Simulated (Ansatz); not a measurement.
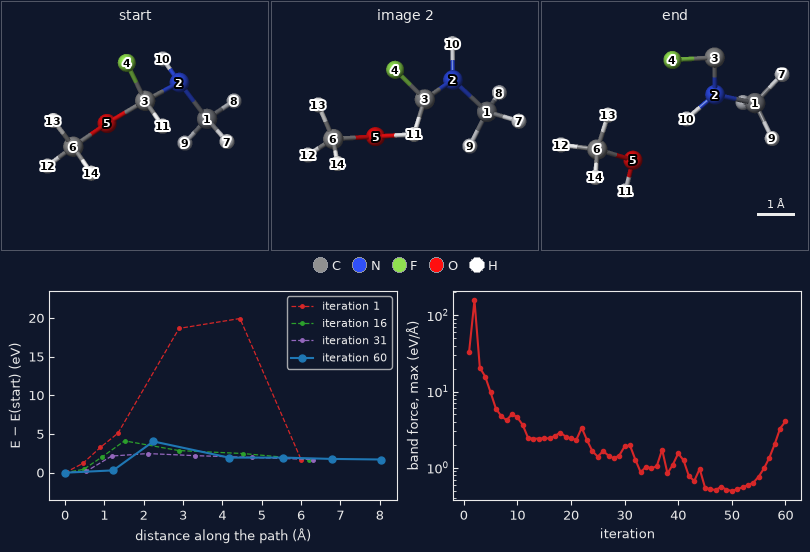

A search for the minimum-energy path of C3H8FNO by the nudged elastic band. Images are numbered from 0 (start) to 6 (end). The plot follows the band through its iterations. The picture is a ball-and-stick view, seen at a tilt.

Computed with Ansatz, RKS B3LYP-D4/def2-SVP. Settings: 5 movable images; climbing image; force threshold 0.03 eV/Å; iteration limit 60; optimiser FIRE; largest step 0.5 Å; starting path through a guess of the saddle point.

Q: How did the profile develop, and is the result final?

A: The result isn't final. The band hadn't converged when the run stopped after 60 iterations. The largest component of the band force went from 33 to 4 eV/Å. The barrier read from it is provisional: over the last two iterations the highest image moved from 2.94 eV to 4.05 eV. The step length is far from the usual. The first iteration put the highest image at 19.94 eV. Forward barrier 4.05 eV, backward barrier 2.34 eV, with image 2 at the top; the reaction energy is +1.71 eV.
